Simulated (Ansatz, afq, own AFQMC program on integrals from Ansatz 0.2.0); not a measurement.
# ZrCl (quartet): AFQMC on the coupled-cluster ladder, def2-TZVP, part 2 of 2

Ansatz 0.2.0, Gaussian basis, and an in-house AFQMC program (afq) on its integrals; all values are calculated; def2-TZVP, frozen cores. Earlier steps stand in the parts before.

### 12 Phaseless AFQMC, CISD trial on UHF

It reads the integrals that the CCSD(T) run on this determinant wrote.

The run is started by

```console
> afq ham --method phaseless --trial cisd --walkers 1400 --populations 20 --least-time 60 --time-step 0.005 --steps-per-block 50 --equilibration-blocks 40 --max-blocks 4000 --target-error 0.0002 --factor-cut 1e-05 --start spin_pure --seed 4630 --release-times 0.24,0.6,1.2,2,3,4.2 --release-step 0.04 --release-every 3 --taylor-order 6
```

Output:

```text
orbitals 68  electrons 7 4  factors 506 of 581
reference energy -506.06519384 Eh
CCSD correlation -0.24357957 Eh in 22 cycles, weight of the determinant in the CISD state 0.8888
energy of the start -506.308737 Eh
 block  time / (1/Eh)  mean weight  energy / Eh
     1     0.250  1.0000  -506.306946
     2     0.500  0.9997  -506.309839
     3     0.750  0.9994  -506.313074
     4     1.000  1.0004  -506.314676
     5     1.250  1.0001  -506.315406
     6     1.500  1.0000  -506.316934
     7     1.750  0.9997  -506.317882
     8     2.000  1.0006  -506.318034
     9     2.250  0.9997  -506.318032
    10     2.500  0.9998  -506.318899
    13     3.250  1.0005  -506.319559
    16     4.000  1.0002  -506.318849
    19     4.750  1.0000  -506.317720
    22     5.500  0.9994  -506.319626
    25     6.250  0.9996  -506.319154
    28     7.000  0.9998  -506.319513
    31     7.750  0.9999  -506.320494
    34     8.500  0.9986  -506.320123
    37     9.250  1.0000  -506.319562
    40    10.000  1.0002  -506.320894
    43    10.750  0.9999  -506.320633
    46    11.500  1.0002  -506.320599
    49    12.250  1.0002  -506.321497
    52    13.000  1.0006  -506.319135
    55    13.750  0.9997  -506.319861
    58    14.500  1.0003  -506.320865
    61    15.250  1.0002  -506.319885
    64    16.000  0.9999  -506.319947
    67    16.750  0.9999  -506.319851
    70    17.500  0.9999  -506.320149
    73    18.250  0.9999  -506.320421
    76    19.000  0.9999  -506.320393
    79    19.750  0.9994  -506.320531
    82    20.500  0.9997  -506.321127
    85    21.250  0.9997  -506.320225
    88    22.000  0.9999  -506.319581
    91    22.750  0.9997  -506.320086
    94    23.500  1.0004  -506.320004
    97    24.250  1.0002  -506.321418
   100    25.000  0.9998  -506.319325
   103    25.750  0.9999  -506.318917
   106    26.500  1.0003  -506.318729
   109    27.250  0.9995  -506.318925
   112    28.000  1.0000  -506.320014
   115    28.750  0.9989  -506.319777
   118    29.500  0.9999  -506.321294
   121    30.250  0.9998  -506.320182
   124    31.000  0.9999  -506.319106
   127    31.750  1.0003  -506.319737
   130    32.500  0.9998  -506.320054
   133    33.250  1.0000  -506.319842
   136    34.000  1.0003  -506.319581
   139    34.750  1.0001  -506.319734
   142    35.500  1.0002  -506.319589
   145    36.250  0.9993  -506.318696
   148    37.000  0.9992  -506.318933
error from the spread of 20 populations
released: time / (1/Eh)  energy / Eh  error  mean overlap
  0.24  -506.322942  0.002726  0.9960
  0.60  -506.320132  0.000112  0.9935
  1.20  -506.320300  0.000139  0.9902
  2.00  -506.320252  0.000197  0.9902
  3.00  -506.320327  0.000296  0.9817
  4.20  -506.321053  0.000516  0.9910
energy -506.319933 +/- 0.000125 Eh
```

It took 1.8 min on 1 × NVIDIA H100 80GB HBM3 with 2 threads of AMD EPYC 7R13 (Zen 3), shared host; peak host memory 1.6 GiB.

Energy -13777.6673 ± 0.0034 eV. Caveats: constraint bias not in the error.

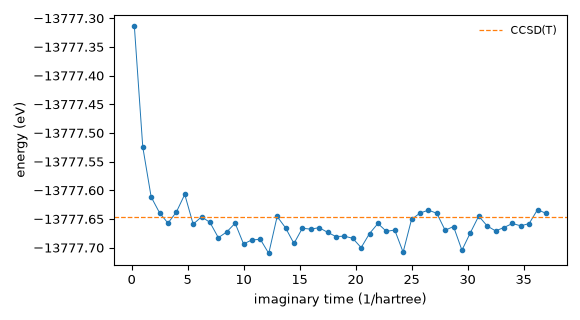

Block energies along the walk.

### 13 Phaseless AFQMC, single-determinant trial on UHF

It reads the integrals that the CCSD(T) run on this determinant wrote.

The run is started by

```console
> afq ham --method phaseless --trial hf --walkers 1400 --populations 20 --least-time 40 --time-step 0.005 --steps-per-block 20 --equilibration-blocks 160 --max-blocks 4000 --target-error 0.001 --factor-cut 1e-05 --start spin_pure --seed 4990 --taylor-order 6
```

Output:

```text
orbitals 68  electrons 7 4  factors 506 of 581
reference energy -506.06519384 Eh
CCSD correlation -0.24357957 Eh in 22 cycles, weight of the determinant in the CISD state 0.8888
energy of the start -506.065222 Eh
 block  time / (1/Eh)  mean weight  energy / Eh
     1     0.100  1.0008  -506.122319
     2     0.200  1.0020  -506.165212
     3     0.300  1.0015  -506.196183
     4     0.400  1.0016  -506.221685
     5     0.500  1.0013  -506.239713
     6     0.600  1.0016  -506.252403
     7     0.700  1.0009  -506.264644
     8     0.800  1.0014  -506.276500
     9     0.900  1.0007  -506.275585
    10     1.000  1.0005  -506.280935
    11     1.100  1.0010  -506.287133
    21     2.100  1.0001  -506.317093
    31     3.100  1.0005  -506.317500
    41     4.100  1.0001  -506.313648
    51     5.100  0.9998  -506.309664
    61     6.100  0.9999  -506.315695
    71     7.100  1.0004  -506.325180
    81     8.100  0.9998  -506.314078
    91     9.100  1.0006  -506.324025
   101    10.100  1.0004  -506.321345
   111    11.100  1.0005  -506.319571
   121    12.100  1.0008  -506.323370
   131    13.100  0.9996  -506.316185
   141    14.100  1.0004  -506.311003
   151    15.100  1.0003  -506.320705
   161    16.100  1.0005  -506.317465
   171    17.100  0.9991  -506.324843
   181    18.100  1.0000  -506.328287
   191    19.100  0.9997  -506.324203
   201    20.100  1.0003  -506.311857
   211    21.100  0.9996  -506.324002
   221    22.100  1.0003  -506.318898
   231    23.100  0.9990  -506.319987
   241    24.100  1.0004  -506.316917
   251    25.100  0.9998  -506.314366
   261    26.100  0.9998  -506.314809
   271    27.100  0.9996  -506.315774
   281    28.100  0.9996  -506.313872
   291    29.100  1.0000  -506.313674
   301    30.100  1.0003  -506.324899
   311    31.100  0.9998  -506.316728
   321    32.100  1.0001  -506.318522
   331    33.100  1.0001  -506.316613
   341    34.100  1.0003  -506.315364
   351    35.100  1.0000  -506.310171
   361    36.100  0.9998  -506.320225
   371    37.100  0.9998  -506.317100
   381    38.100  1.0009  -506.317669
   391    39.100  0.9994  -506.314928
error from the spread of 20 populations
energy -506.317197 +/- 0.000970 Eh
```

Wall time 66 s (1 × NVIDIA H100 80GB HBM3 with 2 threads of AMD EPYC 7R13 (Zen 3), shared host); peak host memory 1.6 GiB.

Energy -13777.5928 ± 0.0264 eV. Caveats: constraint bias not in the error.

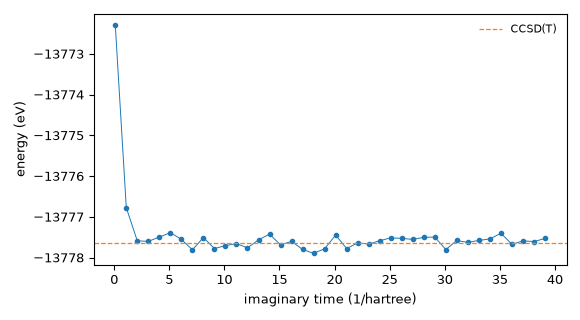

Block energies along the walk.

### 14 Free-projection AFQMC, CISD trial on UHF

It reads the integrals that the CCSD(T) run on this determinant wrote.

The run is started by

```console
> afq ham --method free --trial cisd --walkers 1400 --time-step 0.03 --max-blocks 4000 --target-error 0.0004 --factor-cut 1e-05 --seed 5610 --times 0,0.21,0.42,0.81,1.2,1.8,2.4,3 --taylor-order 8
```

Output:

```text
orbitals 68  electrons 7 4  factors 506 of 581
reference energy -506.06519384 Eh
CCSD correlation -0.24357957 Eh in 22 cycles, weight of the determinant in the CISD state 0.8888
repeat  energy at the last time / Eh  error
    10  -506.320038  0.000261
    20  -506.320296  0.000233
    30  -506.320376  0.000189
time / (1/Eh)  energy / Eh  error  mean overlap
  0.00  -506.308827  0.000061  1.1254
  0.21  -506.314631  0.000078  1.1236
  0.42  -506.317021  0.000080  1.1243
  0.81  -506.318776  0.000071  1.1232
  1.20  -506.319359  0.000109  1.1328
  1.80  -506.320112  0.000126  1.1330
  2.40  -506.320316  0.000116  1.1308
  3.00  -506.320424  0.000189  1.1343
energy -506.320424 +/- 0.000189 Eh
```

Wall time 60 s (1 × NVIDIA H100 80GB HBM3 with 2 threads of AMD EPYC 7R13 (Zen 3), shared host); peak host memory 1.6 GiB.

Energy -13777.6806 ± 0.0052 eV. Caveats: remainder of the start not in the error.

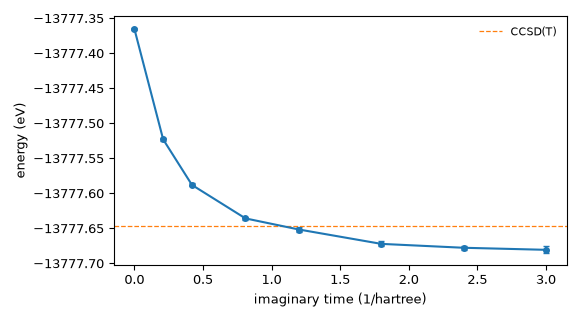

Energy against projection time, with error bars.

### 15 All levels side by side

On the UHF determinant, counted from CCSDT(Q) (a yardstick, not exact):

| level | energy (eV) | from CCSDT(Q) (kJ/mol) | statistical error (kJ/mol) | time |
| --- | --- | --- | --- | --- |
| HF | -13770.7355 | +670.0 |  |  |
| MP2 | -13776.7952 | +85.4 |  |  |
| CCSD | -13777.3636 | +30.5 |  |  |
| CCSD(T) | -13777.6461 | +3.3 |  |  |
| CCSDT(Q) | -13777.6798 | 0.0 |  |  |
| Phaseless AFQMC, CISD trial, step 0.005, 1400 walkers | -13777.6673 | +1.2 | 0.3 | 1.8 min |
| Phaseless AFQMC, single-determinant trial, step 0.005, 1400 walkers | -13777.5928 | +8.4 | 2.5 | 66 s |
| Free-projection AFQMC, CISD trial, step 0.03, 1400 walkers | -13777.6806 | -0.1 | 0.5 | 60 s |

The functionals' totals stand on their own zeros and serve differences with other points: PBE -13797.430 eV; r2SCAN -13802.187 eV; PBE0 -13797.898 eV; B3LYP -13803.103 eV; wB97M-V -13799.269 eV; B2PLYP -13794.325 eV.

### 16 What came out

What follows sums up all 2 parts.

```
                                                      quantity              value
                                  CCSD(T) on UHF from CCSDT(Q)        +3.3 kJ/mol
              Phaseless AFQMC, CISD trial on UHF from CCSDT(Q)  +1.2 ± 0.3 kJ/mol
Phaseless AFQMC, single-determinant trial on UHF from CCSDT(Q)  +8.4 ± 2.5 kJ/mol
        Free-projection AFQMC, CISD trial on UHF from CCSDT(Q)  -0.1 ± 0.5 kJ/mol
```

**Reading.** On UHF the phaseless walk with the CISD trial lies +1.2 kJ/mol from CCSDT(Q), 4 times its error bar. Free projection has no constraint; at the last time it gives -0.1 ± 0.5 kJ/mol, and from a start that isn't spin pure other spins can mix in. Error bars are statistical and leave out the constraint, the time step and what remains of the start. Zr carries a core potential, and spin-orbit coupling is left out.
